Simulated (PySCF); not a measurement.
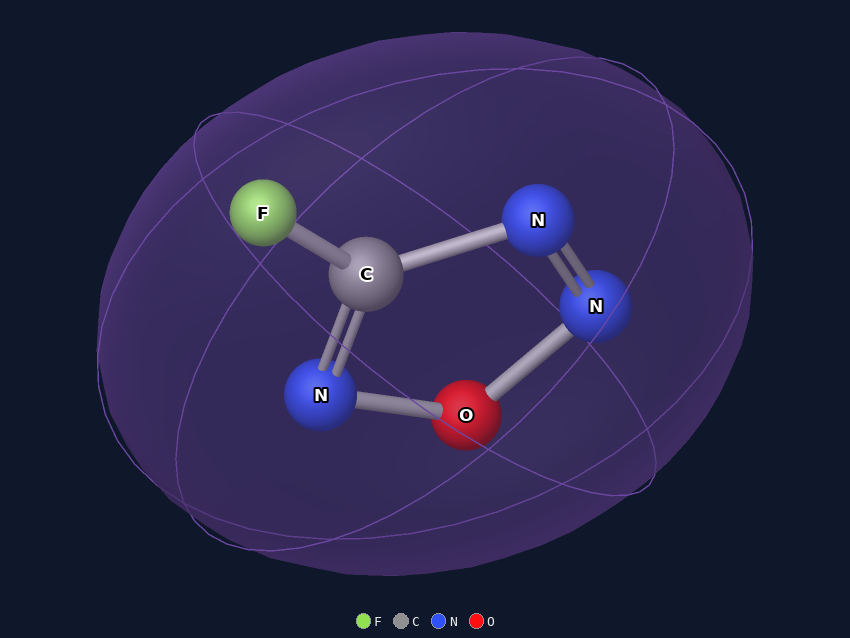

The ellipsoid shows the static dipole polarisability: its half-axes are proportional to the principal values. The computed structure is the end point of a GFN2-xTB optimisation. No frequency run is at hand to confirm it as a minimum. Computed with B3LYP/def2-SVPD (PySCF 2.14.0).

Question. How large and how anisotropic is the polarisability?

Answer. Principal values 23.0, 37.8, 41.4 bohr³; mean 34.1 bohr³ (5.05 Å³); anisotropy 16.9 bohr³, so the longest axis is 1.80 times the shortest.
